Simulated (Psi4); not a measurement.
# [PO2]+ (SMILES O=[P+]=O) at CCSD(T)/6-311+G(d,p) (ints tolerance 1e-10, sweep point 5)

Aim: the vertical ionisation energy of [PO2]+ at CCSD(T)/6-311+G** (ints tolerance 1e-10, sweep point 5), from 2 runs. 

The calculation is run with Psi4 1.11.

4 further runs of the same task are left out: 2 that didn't finish, 2 set aside as unsound or not needed.

### 1 The system as given

[PO2]+: 3 atoms, total charge +1, spin state singlet. SMILES: `O=[P+]=O`. Geometry: relaxed at GFN2-xTB.

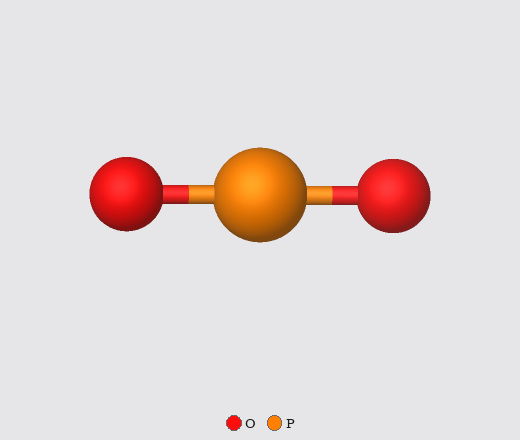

The structure, seen from a chosen angle (oxygen red, phosphorus orange).

### 2 A single-point energy at CCSD(T)/6-311+G(d,p) (ints tolerance 1e-10, sweep point 5)

Input file run.py:

```python
import psi4

psi4.set_memory('1600 MB')
psi4.set_num_threads(1)
psi4.core.set_output_file('psi4.out', False)

geom = psi4.geometry("""
1 1
O      0.792290     1.025900     0.548180
P      0.000230    -0.000210     0.000340
O     -0.792520    -1.025690    -0.548520
units angstrom
symmetry c1
""")

psi4.set_options({
    'basis': '6-311+G**',
    'reference': 'rhf',
    'puream': True,
    'scf_type': 'direct',
    'num_frozen_docc': 7,
    'ints_tolerance': 1e-10,
    'maxiter': 60,
})

e = psi4.energy("ccsd(t)")
print(f'total energy {e:.8f} hartree = {e * 27.211386:.5f} eV')
```

Started as:

```bash
$ python run.py
```

psi4.out:

```text
[...]
  Running in c1 symmetry.
[...]
  Nuclear repulsion =  102.269076955648416
[...]
  Multiplicity = 1
[...]
  Nalpha       = 15
  Nbeta        = 15
[...]
    Number of basis functions: 74
[...]
   @DF-RHF iter   1:  -489.91422790311054    3.25395e-02   8.52728e-03 DIIS/ADIIS
[...]
   @RHF iter  18:  -490.08536839689782   -6.70752e-12   4.56302e-09 DIIS
[...]
    Orbital Energies [Eh]
    ---------------------
    Doubly Occupied:
       1A    -80.461024     2A    -20.962820     3A    -20.962796
       4A     -7.998739     5A     -5.895109     6A     -5.893669
       7A     -5.893669     8A     -1.772544     9A     -1.720635
      10A     -1.061588    11A     -0.950902    12A     -0.944431
      13A     -0.944431    14A     -0.868692    15A     -0.868692
[...]
  @RHF Final Energy:  -490.08536839689782
   => Energetics <=
    Nuclear Repulsion Energy =            102.2690769556484156
    One-Electron Energy =                -870.3094072330397921
    Two-Electron Energy =                 277.9549618804935562
    Total Energy =                       -490.0853683968978203
[...]
 Multipole Moments:
 ------------------------------------------------------------------------------------
     Multipole            Electronic (a.u.)      Nuclear  (a.u.)        Total (a.u.)
 ------------------------------------------------------------------------------------
 L = 1.  Multiply by 2.5417464519 to convert [e a0] to [Debye]
 Dipole X            :         -0.0017599            0.0002887           -0.0014712
 Dipole Y            :         -0.0009484            0.0001527           -0.0007957
 Dipole Z            :          0.0000000            0.0000000            0.0000000
 Magnitude           :                                                    0.0016726
[...]
      * MP2 total energy                      = -490.614070855496550
[...]
      * CCSD total energy                     = -490.600333648387505
[...]
      * CCSD(T) total energy                  = -490.627414006509753
```

The script printed:

```text
total energy -490.62741401 hartree = -13350.65194 eV
```

Run time: 12 s. Hardware: 1 thread of Intel Xeon Platinum 8488C (Sapphire Rapids), shared host; peak memory 0.37 GiB.

### 3 Doublet [PO2]2+ at the same level

Input file job.py:

```python
import psi4

psi4.set_memory('1600 MB')
psi4.set_num_threads(1)
psi4.set_output_file('output.dat', False)

m = psi4.geometry("""
2 2
O      0.792290     1.025900     0.548180
P      0.000230    -0.000210     0.000340
O     -0.792520    -1.025690    -0.548520
symmetry c1
""")

psi4.set_options({
    'basis': '6-311+G**',
    'reference': 'uhf',
    'puream': True,
    'scf_type': 'direct',
    'num_frozen_docc': 7,
    'ints_tolerance': 1e-10,
    'maxiter': 150,
})

result, w = psi4.energy("ccsd(t)", return_wfn=True)
print(f'ccsd(t) energy: {result:.10f} Eh')
```

Started as:

```bash
$ python job.py
```

output.dat:

```text
[...]
  Running in c1 symmetry.
[...]
  Nuclear repulsion =  102.269076955648416
[...]
  Multiplicity = 2
[...]
  Nalpha       = 15
  Nbeta        = 14
[...]
    Number of basis functions: 74
[...]
   @DF-UHF iter   1:  -489.11254079256656    8.34227e-01   7.11124e-03 DIIS/ADIIS
[...]
   @UHF iter  33:  -489.31300661242835   -2.04636e-12   3.74397e-09 DIIS
[...]
   @S^2 Observed:                1.110930666E+00
[...]
    Orbital Energies [Eh]
    ---------------------
    Alpha Occupied:
       1A    -80.789613     2A    -21.374856     3A    -21.374653
       4A     -8.329357     5A     -6.230409     6A     -6.224800
       7A     -6.216093     8A     -2.187311     9A     -2.149028
      10A     -1.428641    11A     -1.376211    12A     -1.349810
      13A     -1.346493    14A     -1.315331    15A     -1.274231
    Alpha Virtual:
      16A     -0.609360    17A     -0.509627    18A     -0.506430
      19A     -0.266389    20A     -0.240310    21A     -0.237643
      22A     -0.237436    23A     -0.140491    24A     -0.132334
      25A     -0.128423    26A     -0.109904    27A     -0.047638
[...]
  @UHF Final Energy:  -489.31300661242835
   => Energetics <=
    Nuclear Repulsion Energy =            102.2690769556484156
    One-Electron Energy =                -859.2962440182745922
    Two-Electron Energy =                 267.7141604501978236
    Total Energy =                       -489.3130066124283530
  UHF NO Occupations:
  HONO-2 :   13  A 1.9904732
  HONO-1 :   14  A 1.8236979
[...]
 Multipole Moments:
 ------------------------------------------------------------------------------------
     Multipole            Electronic (a.u.)      Nuclear  (a.u.)        Total (a.u.)
 ------------------------------------------------------------------------------------
 L = 1.  Multiply by 2.5417464519 to convert [e a0] to [Debye]
 Dipole X            :          0.0030843            0.0002887            0.0033729
 Dipole Y            :          0.0007824            0.0001527            0.0009351
 Dipole Z            :         -0.0000000            0.0000000           -0.0000000
 Magnitude           :                                                    0.0035001
[...]
      * MP2 total energy                      = -489.748773797921899
[...]
      * CCSD total energy                     = -489.787573265995320
[...]
      * CCSD(T) total energy                     = -489.811754113621362
```

The script printed:

```text
ccsd(t) energy: -489.8117541136 Eh
```

Run time: 31 s. Hardware: 1 thread of Intel Xeon Platinum 8488C (Sapphire Rapids), shared host; peak memory 0.41 GiB.

### 4 Results

Level: CCSD(T)/6-311+G** (ints tolerance 1e-10, sweep point 5), 7 core orbitals frozen.

```
                                                                   quantity          value
                                               singlet [PO2]+: total energy  -490.62741 Eh
                        singlet [PO2]+: HOMO energy (Hartree–Fock orbitals)      -23.64 eV
                        singlet [PO2]+: LUMO energy (Hartree–Fock orbitals)       -8.48 eV
                      singlet [PO2]+: HOMO–LUMO gap (Hartree–Fock orbitals)       15.16 eV
                singlet [PO2]+: correlation energy (7 core orbitals frozen)     -542.0 mEh
                                             singlet [PO2]+: (T) correction     -27.08 mEh
                                              singlet [PO2]+: T1 diagnostic          0.026
                                              doublet [PO2]2+: total energy  -489.81175 Eh
doublet [PO2]2+: HOMO energy (Hartree–Fock orbitals) (highest over α and β)      -30.93 eV
 doublet [PO2]2+: LUMO energy (Hartree–Fock orbitals) (lowest over α and β)      -18.86 eV
               doublet [PO2]2+: correlation energy (7 core orbitals frozen)     -498.7 mEh
                                            doublet [PO2]2+: (T) correction     -24.18 mEh
                         doublet [PO2]2+: ⟨S²⟩ of the reference determinant          1.111
                                             doublet [PO2]2+: T1 diagnostic          0.082
                       vertical ionisation energy (to the doublet dication)      22.195 eV
```

In words: The vertical ionisation energy comes to 22.20 eV (2142 kJ/mol). The T1 diagnostic (singlet [PO2]+) of 0.026 is above the customary mark for such species, so a single reference may not serve. The triples (singlet [PO2]+) make up 5.0 % of the correlation energy. ⟨S²⟩ (doublet [PO2]2+) is 1.11 where a pure doublet has 0.75: the reference is spin-contaminated. The T1 diagnostic (doublet [PO2]2+) of 0.082 is above the customary mark for such species, so a single reference may not serve. The triples (doublet [PO2]2+) make up 4.8 % of the correlation energy.
